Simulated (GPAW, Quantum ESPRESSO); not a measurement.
# HfO2 (Fm-3m): the O K absorption edge, part 5 of 5

Aim: the O K edge of HfO2 (Fm-3m) by two routes, a Lanczos recursion (XSpectra) and a sum over empty bands (GPAW), to see which features are robust.

Quantum ESPRESSO 7.5 and GPAW 26.7.0; core-hole supercells, plane-wave PAW PBE.

So far. Step 15 (Spectrum with FCH, O atom 2 (GPAW)): Main maxima below 24 eV (height): 0.5 eV (1.60), 3.7 eV (3.16), 8.8 eV (1.19), 12.7 eV (1.09), 17.0 eV (0.81) and 22.4 eV (1.00).  Step 15 (Spectrum with FCH, O atom 2 (GPAW)): The hole costs E(hole) − E(ground) = 528.23 eV, and the lowest empty level of the hole cell on the spectrum's mesh lies at 11.89 eV, which puts the zero at 540.13 eV. With the free-atom term of -8.91 eV for this edge, the photon energy is 531.22 eV.

### Step 16. Excitation energy, O atom 2 (GPAW)

Level of this step: plane-wave PAW DFT, PBE, self-consistent field (GPAW).

With the excited electron kept in the cell the system stays neutral, and the energy difference is an excitation energy by itself. In a small cell that electron takes up a good share of the lowest empty band, or all of one, which shifts the value from the true onset.

Changed against the first core-hole run: core hole to XCH, with the smearing that suits a partly filled band.

The input, scf.py:

```python
import numpy as np
from ase import Atoms
from ase.parallel import parprint, paropen
from gpaw import GPAW, PW, FermiDirac, Mixer, MixerDif, setup_paths
from gpaw.test import gen
setup_paths.insert(0, '.')
gen('O', name='fch1s', xcname='PBE', corehole=(1, 0, 1), write_xml=True)
from gpaw.mpi import world
world.barrier()

atoms = Atoms('Hf6O12',
    cell=[[2.5575, 5.115, -2.5575],
     [5.115, -2.5575, 2.5575],
     [2.5575, -5.115, -2.5575]],
    scaled_positions=[[0, 0, 0],
     [0.5, 0, 0.5],
     [0, 0.33333333, 0.33333333],
     [0.5, 0.66666667, 0.16666667],
     [0.5, 0.33333333, 0.83333333],
     [0, 0.66666667, 0.66666667],
     [0.375, 0, 0.125],
     [0.875, 0, 0.625],
     [0.375, 0.33333333, 0.45833333],
     [0.875, 0.66666667, 0.29166667],
     [0.875, 0.33333333, 0.95833333],
     [0.375, 0.66666667, 0.79166667],
     [0.125, 0.33333333, 0.70833333],
     [0.625, 0.33333333, 0.20833333],
     [0.125, 0.66666667, 0.04166667],
     [0.625, 0, 0.875],
     [0.625, 0.66666667, 0.54166667],
     [0.125, 0, 0.375]],
    pbc=True)
atoms.calc = calc = GPAW(legacy_gpaw=True, mode=PW(500), xc='PBE', setups={6: 'fch1s'},
    kpts={'size': (3, 4, 4), 'gamma': True}, occupations=FermiDirac(0.04),
    charge=-1, mixer=Mixer(0.1, 5, 50), maxiter=150,
    convergence={'density': 0.0001}, txt='scf.txt')
energy = atoms.get_potential_energy() + calc.get_reference_energy()
ef = calc.get_fermi_level()
out = dict(energy=energy, fermi=ef, forces=atoms.get_forces().tolist())
parprint(f'all-electron energy {energy:.4f} eV, Fermi level {ef:.4f} eV')
ev = np.array([[calc.get_eigenvalues(k, s) for k in range(len(calc.get_ibz_k_points()))] for s in range(calc.get_number_of_spins())])
out['homo'], out['lumo'], out['counts'] = ev[ev < ef].max(), ev[ev > ef].min(), sorted(set((ev < ef).sum((0, 2)).tolist()))
out['filled'] = (ev[:, 0] < ef).sum(1).tolist()
import json
with paropen('out.json', 'w') as f:
    json.dump(out, f)
```

On the command line:

```bash
> OMP_NUM_THREADS=1 mpirun -n 4 gpaw python scf.py
```

Numbers of over 12 decimals in the logs are rounded to 6 here.

The program printed:

```text
Input parameters:
  charge: -1
  convergence: {density: 0.0001}
  kpts: {gamma: True,
         size: (3, 4, 4)}
  maxiter: 150
  mixer: {backend: pulay,
          beta: 0.1,
          method: separate,
          nmaxold: 5,
          weight: 50}
  mode: {ecut: 500.0,
         name: pw}
  occupations: {fixmagmom: False,
                name: fermi-dirac,
                width: 0.04}
  setups: {6: fch1s}
  xc: PBE

[...]
2s(2) :    -1.608483     1.066038
*s    :    -0.608483
2p(4) :    -1.062351     0.789101
*p    :    -0.062351
*d    :     0.000000
--------------------------------

Diagonalizing with gridspacing h=0.050

state   all-electron     PAW
-------------------------------
2s:      -1.608483    -1.609927
2p:      -1.062351    -1.068630
*d:                   -0.061610
*f:                   -0.013338
-------------------------------
all-electron energy -2483430.2730 eV, Fermi level 12.1313 eV
[key lines of the parts left out:]
Converged after 21 iterations.
Dipole moment: (-0.129377, 0.127178, 0.129377) |e|*Ang
Free energy:   -178.175648
Fermi level: 12.13127
```

Run time: 1.7 min. Hardware: 4 MPI ranks of Arm Neoverse V2, shared host; peak memory 0.38 GiB; 6.9 min of CPU time.

The total-energy difference is 540.29 eV. With the free-atom term of -8.91 eV for this edge, the photon energy is 531.38 eV.

### Step 17. The two programs side by side

The line shapes differ (Lorentzian half width 0.4 eV up to 4 eV, rising linearly to 1.75 eV at 25 eV (not a setting of the program: the run's 0.4 eV curve was folded afterwards with a further Lorentzian above 4 eV), against Gaussian full width 0.9 eV up to 4 eV, rising linearly to 3.5 eV at 25 eV), so both get a further Gaussian of 1.5 eV full width before they are compared; the Lorentzian tails remain.

| E (eV) | XSpectra | GPAW |
| --- | --- | --- |
| -2.00 | 0.10 | 0.00 |
| -1.25 | 0.19 | 0.07 |
| -0.50 | 0.44 | 0.39 |
| 0.25 | 0.82 | 0.87 |
| 1.00 | 0.87 | 0.81 |
| 1.75 | 0.77 | 0.56 |
| 2.50 | 1.14 | 1.09 |
| 3.25 | 1.91 | 2.14 |
| 4.00 | 2.26 | 2.47 |
| 4.75 | 1.90 | 1.88 |
| 5.50 | 1.37 | 1.22 |
| 6.25 | 1.03 | 0.86 |
| 7.00 | 0.90 | 0.75 |
| 7.75 | 0.92 | 0.86 |
| 8.50 | 0.98 | 1.02 |
| 9.25 | 0.93 | 0.97 |
| 10.00 | 0.81 | 0.74 |
| 10.75 | 0.77 | 0.65 |
| 11.50 | 0.84 | 0.79 |
| 12.25 | 0.91 | 0.97 |
| 13.00 | 0.90 | 1.01 |
| 13.75 | 0.84 | 0.93 |
| 14.50 | 0.79 | 0.82 |
| 15.25 | 0.76 | 0.76 |
| 16.00 | 0.75 | 0.77 |
| 16.75 | 0.73 | 0.79 |
| 17.50 | 0.70 | 0.77 |
| 18.25 | 0.68 | 0.72 |
| 19.00 | 0.68 | 0.68 |
| 19.75 | 0.72 | 0.70 |
| 20.50 | 0.77 | 0.78 |
| 21.25 | 0.80 | 0.88 |
| 22.00 | 0.80 | 0.95 |
| 22.75 | 0.75 | 0.94 |
| 23.50 | 0.67 | 0.85 |
| 24.25 | 0.59 | 0.70 |
| 25.00 | 0.53 | 0.54 |
| 25.75 | 0.50 | 0.43 |
| 26.50 | 0.48 | 0.37 |
| 27.25 | 0.48 | 0.35 |
| 28.00 | 0.49 | 0.37 |
| 28.75 | 0.51 | 0.40 |
| 29.50 | 0.53 | 0.44 |
| 30.25 | 0.53 | 0.48 |
| 31.00 | 0.50 | 0.54 |
| 31.75 | 0.47 | 0.62 |

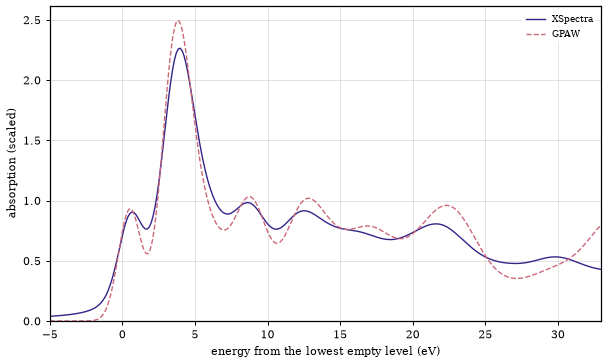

XSpectra and GPAW after a common extra broadening.

|  | XSpectra | GPAW |
| --- | --- | --- |
| k mesh of the spectrum | 4×5×5 | 4×5×5 |
| cutoff (eV) | 680 | 500 |
| highest intensity below 16 eV after the common broadening, eV (height) | 4.0 (2.26) | 3.8 (2.49) |
| zero, corrected photon energy (eV) | 531.0 | 531.2 |
| core time, hole field and spectrum | 31 min | 29 min |

### Step 18. What the core hole does

XSpectra's curves. Both curves are counted from their own zero, so only the shift of weight within the empty states shows.

| E (eV) | no hole | FCH |
| --- | --- | --- |
| -2.0 | 0.06 | 0.08 |
| -1.0 | 0.12 | 0.15 |
| 0.0 | 0.47 | 0.66 |
| 1.0 | 1.04 | 0.88 |
| 2.0 | 0.36 | 0.51 |
| 3.0 | 0.74 | 1.69 |
| 4.0 | 1.58 | 2.62 |
| 5.0 | 2.32 | 1.67 |
| 6.0 | 1.76 | 1.07 |
| 7.0 | 1.03 | 0.79 |
| 8.0 | 0.94 | 0.95 |
| 9.0 | 1.42 | 1.18 |
| 10.0 | 0.89 | 0.68 |
| 11.0 | 0.59 | 0.63 |
| 12.0 | 0.98 | 1.08 |
| 13.0 | 1.15 | 1.03 |
| 14.0 | 0.88 | 0.82 |
| 15.0 | 0.86 | 0.73 |
| 16.0 | 0.87 | 0.84 |
| 17.0 | 0.82 | 0.78 |
| 18.0 | 0.67 | 0.62 |
| 19.0 | 0.59 | 0.60 |
| 20.0 | 0.65 | 0.78 |
| 21.0 | 0.80 | 0.93 |
| 22.0 | 1.29 | 1.22 |
| 23.0 | 1.11 | 0.87 |
| 24.0 | 0.74 | 0.59 |
| 25.0 | 0.52 | 0.46 |
| 26.0 | 0.53 | 0.44 |
| 27.0 | 0.42 | 0.46 |
| 28.0 | 0.38 | 0.38 |
| 29.0 | 0.51 | 0.61 |
| 30.0 | 0.81 | 0.75 |
| 31.0 | 0.64 | 0.57 |
| 32.0 | 0.40 | 0.39 |

With each curve scaled to its own mean, the area from −2 to 6 eV with the hole is 8.8 against 7.7, and the centre of weight from −1 to 20 eV moves by -0.5 eV: the hole pulls the absorber's empty states down.

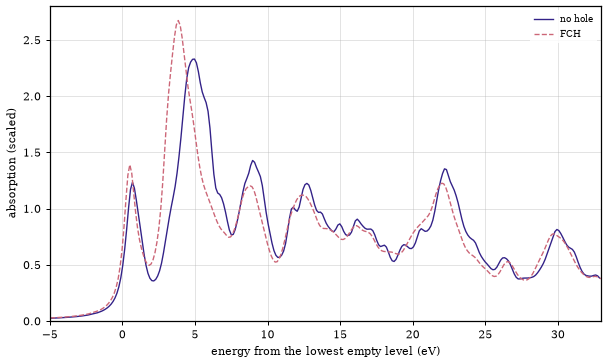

The O K edge with and without the core hole, each from its own zero; the highest intensity below 16 eV lies at 3.9 eV with the hole.

### Step 19. Summary of results

| Item | Value |
| --- | --- |
| absorber and edge | O K, atom 2 of the ground-state input (counted from 1) |
| surroundings | 4 Hf at 2.21 Å (tetrahedral, site symmetry -43m) |
| highest intensity below 16 eV (XSpectra, narrow line) | 3.9 eV above the zero, height 2.67 |
| photon energy of the zero, with the added terms | 531.0 eV (raw 539.9 eV; uncertain by a few eV) |

In words: The two programs agree closely: 11 % r.m.s. remains over the first 14 eV after a relative shift of 0.0 eV, and their photon-energy zeros differ by 0.2 eV. What differs may come from the PAW partial waves, meshes, cutoffs and line shapes. In XSpectra the O K edge of atom 2, with 4 Hf at 2.21 Å (tetrahedral, site symmetry -43m), has its highest intensity of the first 16 eV at 3.9 eV above the zero, near 535 eV in photon energy (uncertain by a few eV), 2.7 times the mean level of the first 20 eV (Lorentzian half width 0.4 eV). In XSpectra: With each curve scaled to its own mean, the area from −2 to 6 eV with the hole is 8.8 against 7.7, and the centre of weight from −1 to 20 eV moves by -0.5 eV: the hole pulls the absorber's empty states down. In GPAW: With each curve scaled to its own mean, the area from −2 to 6 eV with the hole is 8.8 against 7.7, and the centre of weight from −1 to 20 eV moves by -0.5 eV (first and strongest maxima below 20 eV: 0.8 eV (1.51), 4.8 eV (2.69) and 9.2 eV (1.37) without the hole, 0.5 eV (1.60), 3.7 eV (3.16) and 8.8 eV (1.19) with it); the shape changes all the same, by 47 % r.m.s. In XSpectra the neutral-cell energy lies +0.2 eV from the charged-cell zero, a gap made of the charged-cell error and of where the added electron settles. In GPAW the neutral-cell energy lies +0.2 eV from the charged-cell zero, a gap made of the charged-cell error and of where the added electron settles. The holes are only 6.3 Å apart, so the shape is probably not converged with cell size; no larger cell was run here. Lifetime broadening is put in by hand, and intensities beyond about 20 eV depend on it and on the partial waves. The structure is a published determination, not relaxed.

[Banner, clock and machine lines of the logs are left out without a mark of their own.]

[Logs are printed without paths, hosts, clocks, repeated set-up lines and the standing remarks that a program may print on its own settings, such as how far it seeks lower states.]

[Hosts, paths, dates, database ids (printed as entryN), source tags and the programs' standing remarks are cut or masked in the printed files.]

[Lists of maxima count a maximum above −3 eV only where it reaches 4 % of the highest in the window and stands out from its surroundings by 2 % of it (1.5 % where it reaches 55 %); shoulders and weaker maxima are passed over, and of the rest the first, up to two pre-edge ones and the few strongest are named.]
